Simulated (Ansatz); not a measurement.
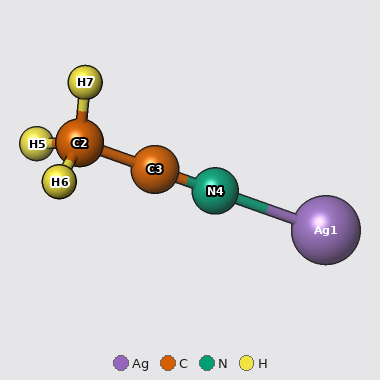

The system is C₂H₃AgN, charge +1; the picture shows the reference structure. 
- The turn is about an axis along (0.42, −0.91, 0.06) in the frame of the relaxed pair, normal to the line between the partners.
- The first coordinate is: distance N4···Ag1; the second: turn of Ag1 about N4.
- Grid: 11 × 11 points.
- Energies are in eV, from the ion and the molecule far apart, frozen as in the relaxed pair, each in its own basis (no counterpoise correction).
- Level of theory: Ansatz, RKS PBE0-D4/def2-SVPD.

Its coordinates:

```xyz
7

Ag    0.5864    0.0313   -3.5731
C    -0.1770   -0.0095    1.0778
C     0.0568    0.0032   -0.3452
N     0.2439    0.0135   -1.4828
H    -0.5709   -0.9912    1.3774
H     0.7670    0.1819    1.6077
H    -0.9062    0.7709    1.3381
```

Range: distance N4···Ag1 from 1.779 to 3.179 Å; turn of Ag1 about N4 from −90 to 90°.

### What will the energy surface look like?

The lowest grid point is at distance N4···Ag1 = 2.168 Å, turn of Ag1 about N4 = 0°, −2.12 eV from the ion and the molecule far apart, frozen as in the relaxed pair, each in its own basis (no counterpoise correction). It is the only kind of minimum in the scanned range. The highest grid point, distance N4···Ag1 = 1.779 Å, turn of Ag1 about N4 = 90°, lies 2.24 eV above the lowest. Round the minimum the two coordinates are nearly uncoupled.

```tsv
turn of Ag1 about N4 ↓, distance N4···Ag1 →	1.779	1.835	1.926	2.039	2.168	2.310	2.464	2.629	2.804	2.987	3.179
90	0.13	−0.30	−0.78	−1.11	−1.28	−1.30	−1.23	−1.12	−0.98	−0.83	−0.69
72	−0.53	−0.89	−1.27	−1.52	−1.61	−1.57	−1.46	−1.31	−1.14	−0.98	−0.83
54	−0.90	−1.23	−1.57	−1.78	−1.83	−1.77	−1.63	−1.46	−1.28	−1.10	−0.94
36	−1.14	−1.45	−1.77	−1.96	−1.99	−1.90	−1.75	−1.57	−1.38	−1.19	−1.03
18	−1.27	−1.57	−1.89	−2.06	−2.08	−1.99	−1.83	−1.64	−1.44	−1.25	−1.08
0	−1.31	−1.62	−1.93	−2.10	−2.12	−2.02	−1.86	−1.67	−1.46	−1.27	−1.10
−18	−1.27	−1.57	−1.89	−2.06	−2.08	−1.99	−1.83	−1.64	−1.44	−1.25	−1.08
−36	−1.13	−1.45	−1.77	−1.95	−1.99	−1.90	−1.75	−1.57	−1.38	−1.19	−1.03
−54	−0.90	−1.23	−1.58	−1.78	−1.83	−1.77	−1.63	−1.46	−1.28	−1.10	−0.94
−72	−0.54	−0.89	−1.28	−1.52	−1.61	−1.58	−1.47	−1.32	−1.15	−0.98	−0.83
−90	0.10	−0.32	−0.80	−1.13	−1.29	−1.32	−1.25	−1.13	−0.99	−0.84	−0.70
```

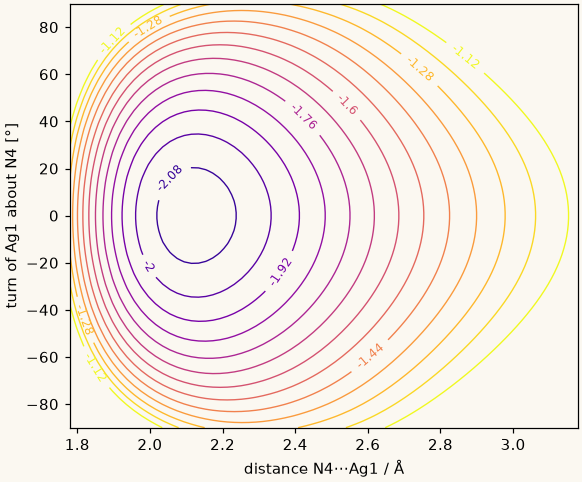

The picture shows contour lines labelled in eV (none above −1.12). Between grid points the surface is interpolated.

The whole map (121 points run) took 7.7 min on 1 thread of Arm Neoverse V2, on a shared host.
